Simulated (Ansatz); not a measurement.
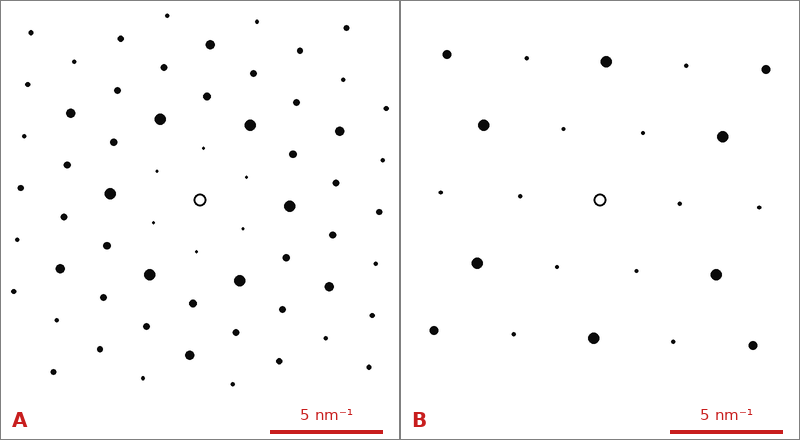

Kinematic electron diffraction patterns (200 kV, B = 0.5 Å², same scale, each along a low-index zone) of two structures of composition P3N2, each relaxed at zero pressure with DFT PBE, scalar-relativistic, plane waves, PAW in Ansatz 0.2.0.

The structures (standard cells):
1. R-3c (No. 167), a = 5.571 Å, c = 23.271 Å (hexagonal axes), 30 atoms; generated start, possibly hypothetical
2. P-62m (No. 189), a = 4.948 Å, c = 2.798 Å (hexagonal axes), 5 atoms; generated start, possibly hypothetical

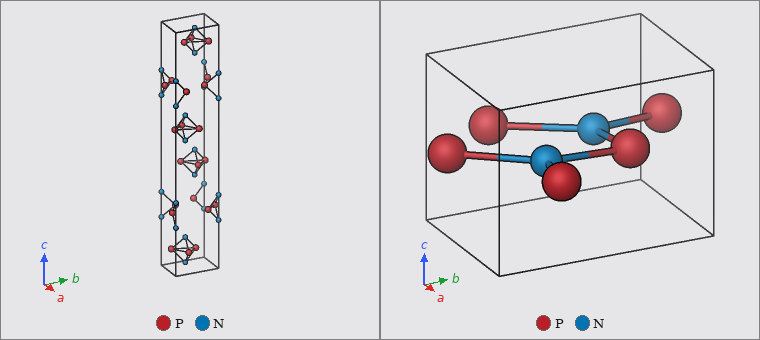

Drawings of the structures 1 to 2, from left to right (each may span several cells).

> Which pattern belongs to which structure, and along which zone?

A is structure 2 along [001]: hexagonal net of 1 -1 0 (weak) at d = 4.29 Å and 1 0 0 (weak) at d = 4.29 Å, 60.0° apart. B is structure 1 along [001]: hexagonal net of 2 -1 0 (weak) at d = 2.79 Å and 1 1 0 (weak) at d = 2.79 Å, 60.0° apart.

> Which structure lies lowest at this level of theory, and by how much?

Structure 2 (P-62m, 11.86 Å³ an atom) is the lowest of these; structure 1 (R-3c, 20.85 Å³ an atom) lies about 510 meV an atom higher. These are static energies at 0 K; other structures, not shown, may lie lower still.
